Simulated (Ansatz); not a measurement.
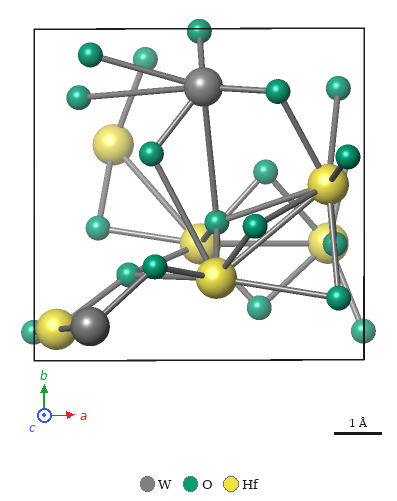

Starting frame of a dynamics run of an amorphous cell of composition Hf3WO9 (26 atoms in the cell). It starts from the last geometry of an earlier run, with fresh velocities. Style: ball-and-stick. Shown: the simulation cell, along the c axis. Bonds to atoms that aren't drawn are left out.

Theory: DFT PBE, scalar-relativistic, plane waves, PAW in Ansatz 0.2.0.

Input file:
```yaml
crystal:
  lattice:
    - [7.035453, 0.012944, -0.028723]
    - [0.012944, 7.079294, -0.126634]
    - [-0.028723, -0.126634, 7.170252]
  atoms:
    - { symbol: W, position: [0.1693302941, 0.1028610478, 0.9612240791] }
    - { symbol: W, position: [0.5125498285, 0.8243460223, 0.719284687] }
    - { symbol: O, position: [0.682201888, 0.157846225, 0.2228861693] }
    - { symbol: O, position: [0.6696050318, 0.4035753855, 0.925784694] }
    - { symbol: O, position: [0.9511387227, 0.6116823998, 0.0009836083] }
    - { symbol: O, position: [0.7389188124, 0.8097603076, 0.8125539444] }
    - { symbol: O, position: [0.9231609912, 0.1862391805, 0.7912973491] }
    - { symbol: O, position: [0.3658950923, 0.2822869297, 0.9181389007] }
    - { symbol: O, position: [0.3367209631, 0.9079178691, 0.108450701] }
    - { symbol: O, position: [0.9220174235, 0.8186145699, 0.4650161708] }
    - { symbol: O, position: [0.1933695712, 0.3997702226, 0.1677656761] }
    - { symbol: O, position: [0.5004138737, 0.9921806737, 0.5414105632] }
    - { symbol: O, position: [0.1699535074, 0.9220518007, 0.7450967374] }
    - { symbol: O, position: [0.9978741254, 0.0862751759, 0.1606608922] }
    - { symbol: O, position: [0.9124177325, 0.3487729883, 0.5076747737] }
    - { symbol: O, position: [0.1351648274, 0.7932145989, 0.4776681037] }
    - { symbol: O, position: [0.2862113894, 0.2581789129, 0.4374889689] }
    - { symbol: O, position: [0.553740024, 0.4156787051, 0.5387391245] }
    - { symbol: O, position: [0.7015308935, 0.5672102011, 0.220270875] }
    - { symbol: O, position: [0.3549551006, 0.6228853045, 0.7494746008] }
    - { symbol: Hf, position: [0.552183889, 0.2473892533, 0.7212088542] }
    - { symbol: Hf, position: [0.2392449387, 0.6507354643, 0.0078548017] }
    - { symbol: Hf, position: [0.8909445316, 0.3515822395, 0.1230271143] }
    - { symbol: Hf, position: [0.0676483606, 0.0947810607, 0.5352732825] }
    - { symbol: Hf, position: [0.5037754046, 0.3511150371, 0.2305016988] }
    - { symbol: Hf, position: [0.8914683957, 0.5290573512, 0.7004499878] }
  symmetry: { detect: false }
basis:
  ecutwfc: 420
  xc_grid: 1
kpoints:
  mp_grid: { grid: [1, 1, 1], shift: [0.0, 0.0, 0.0] }
hamiltonian:
  xc: pbe
scf:
  occupations: { method: fermi_dirac, width: 0.1861 }
  lower_state_search: "off"
  convergence: { dr2_threshold: 1.0e-05 }
output:
  forces: true
  stress: true
md:
  timestep: 2.0
  n_steps: 71
  ensemble: nvt_langevin
  friction: 0.03
  temperature: 2160.0
  initial_velocities: maxwell_boltzmann
  seed: 41590
```

Run as
```bash
ansatz run input.yaml --threads 2 --pin off --max-ram 5120MiB --backend cpu --events-out ev --progress --plain --runs-dir out
```

Predict how the run goes.

Answer. The mean temperature in the second half is 2383 K (standard deviation 294 K). The potential energy is still drifting at the end, so the run hasn't reached equilibrium. The potential energy in the second half lies on average 186 meV per atom below the first frame. The mean pressure there is 8.0 GPa. Root-mean-square distances from the starting positions over the second half, with the common drift of all atoms taken out: O 0.65 Å, Hf 0.41 Å, W 0.41 Å. The run lasts only 142 fs, too short to tell vibration from diffusion.

Along the run (each row but the first and the last is the mean over the interval that it begins):

```tsv
time (fs)	potential energy (meV/atom)	T (K)	p (GPa)
0.0	0.0	2077	4.1
14.0	-94.6	2135	10.6
28.0	-96.5	2465	11.5
42.0	-118.8	2572	8.0
56.0	-132.8	2735	13.2
70.0	-107.4	2518	7.5
84.0	-120.4	2346	3.8
98.0	-235.0	2649	8.6
112.0	-240.7	2266	10.9
126.0	-219.1	2246	9.4
140.0	-160.0	2128	10.2
```

The paths of the atoms:

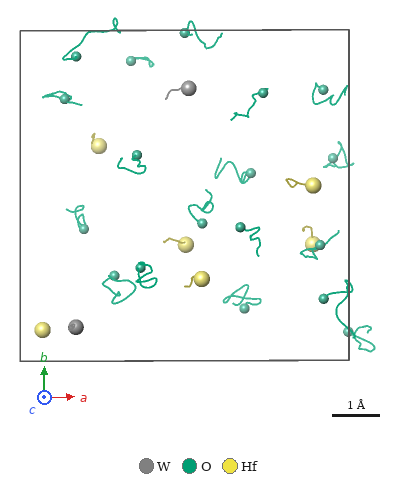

Limits of the set-up: the periodic images lie only 7.0 Å apart, so the values are limited by the cell's size.

Cost: 3.5 min on 2 threads of Intel(R) Xeon(R) Platinum 8259CL CPU @ 2.50GHz (Skylake/Cascade Lake), on a shared host, peak memory 0.6 GiB.
